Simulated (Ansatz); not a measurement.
# Cl2H3O3Ta: what the fields show

Input

```
crystal:
  periodic: [false, false, false]
  atoms:
    - { symbol: Ta, position_ang: [0.0, 0.0, 0.0] }
    - { symbol: O, position_ang: [2.02, 0.0, 0.0] }
    - { symbol: H, position_ang: [2.3571, -0.5308, 0.7903] }
    - { symbol: Cl, position_ang: [0.0, 0.0, 2.47] }
    - { symbol: O, position_ang: [0.0, 0.0, -2.02] }
    - { symbol: H, position_ang: [-0.6343, -0.71, -2.3571] }
    - { symbol: O, position_ang: [-1.01, 1.7493, 0.0] }
    - { symbol: H, position_ang: [-1.4859, 1.8638, 0.8834] }
    - { symbol: Cl, position_ang: [-1.235, -2.139, 0.0] }
basis:
  gaussian: { orbitals: def2-SVP }
hamiltonian:
  xc: b3lyp
relax:
  f_tol: 0.02
  max_steps: 40
output:
  orbitals: {}
```

Run with:

```sh
ansatz run input.yaml --threads 2 --pin off --max-ram 3072MiB --backend cpu --events-out ev --progress --plain --runs-dir out
```

The fields are those of the run's last geometry, not of the input's.

Core potentials replace the inner electrons of Ta.

These are results of RKS B3LYP/def2-SVP in Ansatz 0.2.0, not measurements.

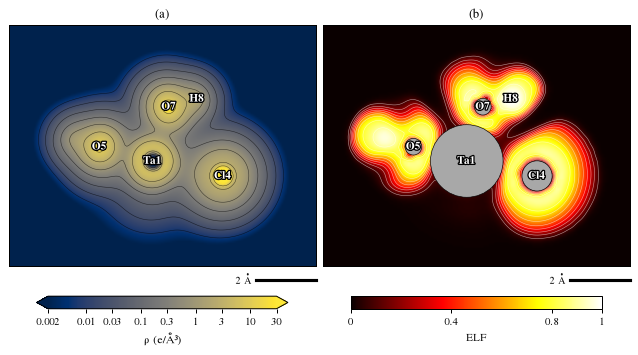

Figure 1. (a) electron density; (b) electron localisation function on the plane of atoms Cl4, Ta1 and H8. Grey discs cover the atomic cores in the ELF map.

Question: Describe what can be read from this map.

Answer: The plane passes through Ta, Cl, O and H nuclei.
Ta1···H8 (2.56 Å): the density falls to about 0.83 e/Å³ on the way; the ELF climbs to about 0.95 towards the hydrogen.
Ta–O (1.87 Å): ρ is about 1 e/Å³ halfway; the ELF peaks at about 0.85 in the valence shell of O, 0.5 Å from its nucleus, and drops to about 0.20 between the two atoms.
O–H (0.97 Å): the density is about 3.7 e/Å³ at the midpoint; the ELF climbs to about 1 towards the hydrogen: an ordinary covalent bond to hydrogen.
Ta–Cl (2.42 Å): ρ is about 0.51 e/Å³ halfway; the ELF peaks at about 0.85 in the valence shell of Cl, 0.8 Å from its nucleus, and is about 0.35 at the midpoint.

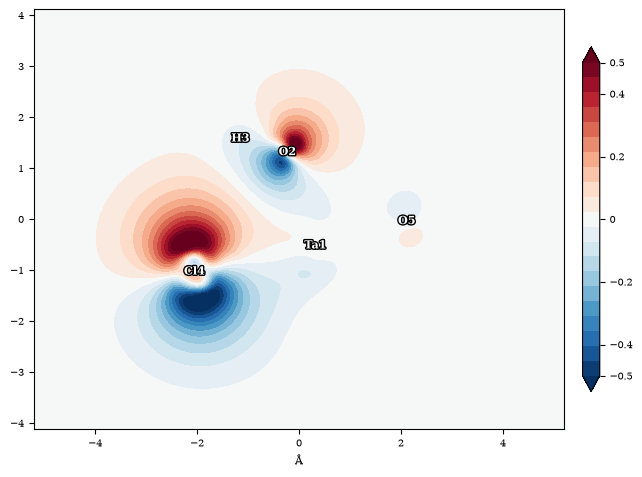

Figure 2. The HOMO−1 on the plane of atoms O2, Ta1 and Cl4 (values in Å⁻³ᐟ²; the overall sign is arbitrary).

Question: Describe this orbital and give its energy.

Answer: It lies mainly on Cl4 (about 75 %), O2 (about 10 %) and O7 (about 10 %); largely a lone pair of Cl4. Its energy is −8.22 eV.

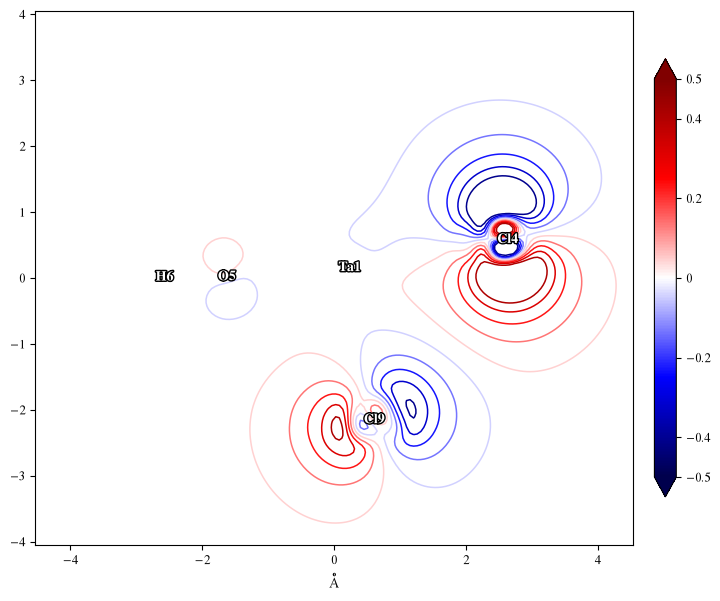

Figure 3. One frontier orbital on the plane of atoms O5, Ta1 and Cl9 (values in Å⁻³ᐟ²; the overall sign is arbitrary).

Question: Which orbital is it: HOMO or LUMO?

Answer: The HOMO, at −8.11 eV. Its weight (Hirshfeld) is mainly on Cl4 (about 65 %) and Cl9 (about 25 %); largely a lone pair of Cl4.
